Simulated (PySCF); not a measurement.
| atom | x (Å) | y (Å) | z (Å) |
| --- | --- | --- | --- |
| C | -1.9505 | 0.3096 | 0.4525 |
| C | -1.1040 | -0.3403 | -0.6395 |
| C | 0.3595 | -0.3248 | -0.2726 |
| P | 1.0062 | -1.6287 | 0.6774 |
| P | 2.9761 | -0.9494 | 0.8707 |
| C | 2.8143 | 0.5152 | -0.0252 |
| P | 1.3403 | 1.0320 | -0.7632 |
| H | -1.6317 | 1.3403 | 0.6014 |
| H | -1.8142 | -0.2285 | 1.3889 |
| H | -3.0092 | 0.2996 | 0.1872 |
| H | -1.4363 | -1.3723 | -0.7844 |
| H | -1.2479 | 0.2056 | -1.5780 |
| H | 3.6931 | 1.1421 | -0.1331 |

Geometry: GFN2-xTB.

Method: CAM-B3LYP/def2-SVPD, SCF density, gas phase (PySCF 2.14.0).

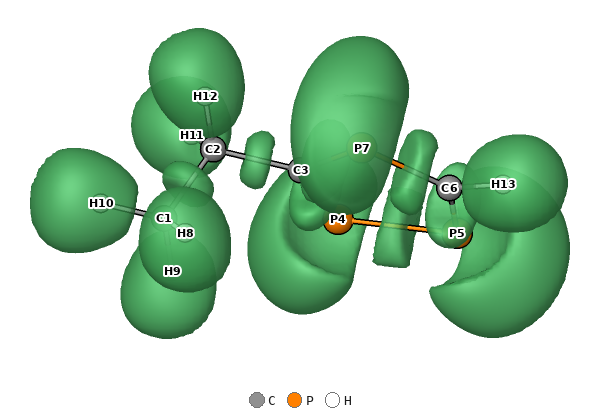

C4H6P3 (SMILES CCc1ppc[p-]1) (charge −1). Isosurface of the ELF at 0.8 (green), seen from one side. Only the valence region is drawn (cores and ρ < 0.01 e/Å³ removed).

**What do the ELF domains correspond to?**

The ELF exceeds this value in two regions between bonded C–C atoms (shared pairs), four regions between bonded C–P atoms (shared pairs), one region between bonded P–P atoms (shared pairs), six regions around hydrogen nuclei and three lobes on P, pointing away from the bonds (lone pairs). Along the contacts the grid gives the following. C–C (1.51 Å): the ELF peaks at about 0.95 between the atoms (a covalent bond). C–P (1.72 Å): the ELF peaks at about 0.95 between the atoms, as expected for localised, covalent bonding.
